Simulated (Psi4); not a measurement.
**B2O2 (diboron dioxide): PBE/aug-pcseg-0 (sweep point 1)**

Aim: the vertical ionisation energy of B2O2 (diboron dioxide) at PBE/aug-pcseg-0 (sweep point 1), from 2 runs. The job is set up through a Python script.

The calculation is run with Psi4 1.11.

## (1) Starting point

The species is B2O2 (4 atoms), meant as a singlet with charge 0. As SMILES, `O=BB=O`. The shape is that of a PBE0-D4/def2-TZVP optimisation.

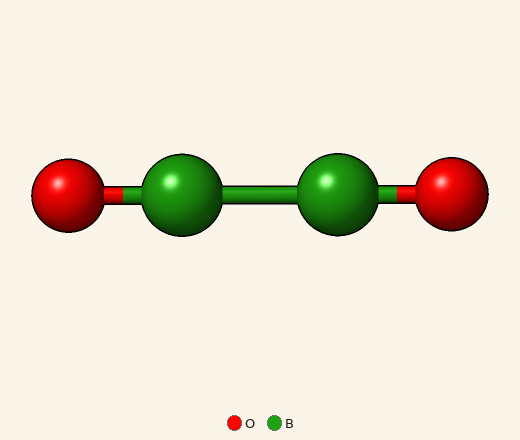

The structure, seen from a chosen angle (oxygen red, boron green).

## (2) The energy at PBE/aug-pcseg-0 (sweep point 1)

calc.py reads:

```python
import psi4

psi4.set_memory(1600000000)
psi4.set_num_threads(1)
psi4.set_output_file('output.dat', False)

m = psi4.geometry("""
0 1
O     -0.743090     0.459760     1.817650
B     -0.302300     0.187070     0.739120
B      0.302150    -0.186920    -0.739220
O      0.743230    -0.459920    -1.817550
units angstrom
symmetry c1
""")

options = {'basis': 'aug-pcseg-0', 'puream': True, 'scf_type': 'pk', 'dft_radial_points': 99, 'dft_spherical_points': 590}
psi4.set_options(options)

energy_value = psi4.energy('pbe')
print(f'total energy {energy_value:.8f} hartree = {energy_value * 27.211386:.5f} eV')
```

Run with:

```bash
python calc.py
```

output.dat (excerpt; [...] marks lines left out):

```text
[...]
  Running in c1 symmetry.
[...]
  Nuclear repulsion =   66.762222931000380
[...]
  Multiplicity = 1
[...]
  Nalpha       = 13
  Nbeta        = 13
[...]
    Number of basis functions: 52
[...]
   @RKS iter   1:  -199.10713301590783   -4.23649e-01   1.99577e-02 DIIS/ADIIS
[...]
   @RKS iter   9:  -199.48956171847450   -1.80566e-09   1.10773e-08 DIIS
[...]
    Orbital Energies [Eh]
    ---------------------
    Doubly Occupied:
       1A    -18.832282     2A    -18.832001     3A     -6.602632
       4A     -6.602284     5A     -0.973498     6A     -0.972957
       7A     -0.488585     8A     -0.402354     9A     -0.394164
      10A     -0.385196    11A     -0.385196    12A     -0.363937
      13A     -0.363937
[...]
  @RKS Final Energy:  -199.48956171847450
   => Energetics <=
    Nuclear Repulsion Energy =             66.7622229310003803
    One-Electron Energy =                -403.4997753873706188
    Two-Electron Energy =                 162.1348539635912402
    DFT Exchange-Correlation Energy =     -24.8868632256955209
    Empirical Dispersion Energy =           0.0000000000000000
    VV10 Nonlocal Energy =                  0.0000000000000000
    Total Energy =                       -199.4895617184745049
[...]
 Multipole Moments:
 ------------------------------------------------------------------------------------
     Multipole            Electronic (a.u.)      Nuclear  (a.u.)        Total (a.u.)
 ------------------------------------------------------------------------------------
 L = 1.  Multiply by 2.5417464519 to convert [e a0] to [Debye]
 Dipole X            :         -0.0003960            0.0001644           -0.0002316
 Dipole Y            :          0.0004235           -0.0001757            0.0002478
 Dipole Z            :         -0.0002746            0.0001134           -0.0001612
 Magnitude           :                                                    0.0003755
[...]
```

The script printed:

```text
total energy -199.48956172 hartree = -5428.38747 eV
```

Wall time 8.7 s (1 thread of Intel Xeon at 2.70GHz, shared host); peak memory 0.52 GiB.

## (3) The doublet cation, same level

job.py reads:

```python
import psi4

psi4.set_memory('1600 MB')
psi4.set_num_threads(1)
psi4.core.set_output_file('output.dat', False)

geom = psi4.geometry("""
1 2
O     -0.743090     0.459760     1.817650
B     -0.302300     0.187070     0.739120
B      0.302150    -0.186920    -0.739220
O      0.743230    -0.459920    -1.817550
units angstrom
symmetry c1
""")

psi4.set_options({
    'reference': 'uks',
    'puream': True,
    'scf_type': 'pk',
    'dft_radial_points': 99,
    'dft_spherical_points': 590,
    'maxiter': 100,
})

e_tot, wfn = psi4.energy('pbe/aug-pcseg-0', return_wfn=True)
print(f'pbe/aug-pcseg-0 energy: {e_tot:.10f} Eh')
```

Run with:

```bash
python job.py
```

output.dat (excerpt; [...] marks lines left out):

```text
[...]
  Running in c1 symmetry.
[...]
  Nuclear repulsion =   66.762222931000380
[...]
  Multiplicity = 2
[...]
  Nalpha       = 13
  Nbeta        = 12
[...]
    Number of basis functions: 52
[...]
   @UKS iter   1:  -198.83290775047197   -1.49423e-01   1.27726e-02 ADIIS/DIIS
[...]
   @UKS iter  11:  -198.98987788244082   -7.04998e-09   3.81740e-07 DIIS
[...]
   @S^2 Observed:                7.587843859E-01
[...]
    Orbital Energies [Eh]
    ---------------------
    Alpha Occupied:
       1A    -19.155175     2A    -19.154887     3A     -6.909260
       4A     -6.908907     5A     -1.296301     6A     -1.295519
       7A     -0.762590     8A     -0.700647     9A     -0.693458
      10A     -0.686373    11A     -0.685491    12A     -0.672932
      13A     -0.655571
    Alpha Virtual:
      14A     -0.405075    15A     -0.391481    16A     -0.249113
      17A     -0.219096    18A     -0.206044    19A     -0.192334
      20A     -0.119171    21A     -0.116784    22A     -0.089396
      23A     -0.071885    24A     -0.070512    25A     -0.069309
[...]
  @UKS Final Energy:  -198.98987788244082
   => Energetics <=
    Nuclear Repulsion Energy =             66.7622229310003803
    One-Electron Energy =                -395.6303002088293397
    Two-Electron Energy =                 154.4211865161465198
    DFT Exchange-Correlation Energy =     -24.5429871207584078
    Empirical Dispersion Energy =           0.0000000000000000
    VV10 Nonlocal Energy =                  0.0000000000000000
    Total Energy =                       -198.9898778824408225
[...]
 Multipole Moments:
 ------------------------------------------------------------------------------------
     Multipole            Electronic (a.u.)      Nuclear  (a.u.)        Total (a.u.)
 ------------------------------------------------------------------------------------
 L = 1.  Multiply by 2.5417464519 to convert [e a0] to [Debye]
 Dipole X            :         -0.0004339            0.0001644           -0.0002695
 Dipole Y            :          0.0004685           -0.0001757            0.0002927
 Dipole Z            :         -0.0003131            0.0001134           -0.0001998
 Magnitude           :                                                    0.0004452
[...]
```

On the terminal:

```text
pbe/aug-pcseg-0 energy: -198.9898778824 Eh
```

Wall time 12 s (1 thread of Intel Xeon at 2.70GHz, shared host); peak memory 0.52 GiB.

## (4) What came out

At PBE/aug-pcseg-0 (sweep point 1):

| quantity | value |
| --- | --- |
| singlet B2O2: total energy | -199.48956 Eh |
| singlet B2O2: dipole moment | 0.00 D |
| singlet B2O2: HOMO energy | -9.90 eV |
| singlet B2O2: LUMO energy | -3.44 eV |
| singlet B2O2: HOMO–LUMO gap | 6.46 eV |
| doublet cation: total energy | -198.98988 Eh |
| doublet cation: HOMO energy (highest over α and β) | -17.52 eV |
| doublet cation: LUMO energy (lowest over α and β) | -17.32 eV |
| doublet cation: ⟨S²⟩ | 0.759 |
| vertical ionisation energy (to the doublet cation) | 13.597 eV |

What this shows: The vertical ionisation energy comes to 13.60 eV (1312 kJ/mol). The negative HOMO energy of the first species, 9.90 eV, lies 3.69 eV below that difference.
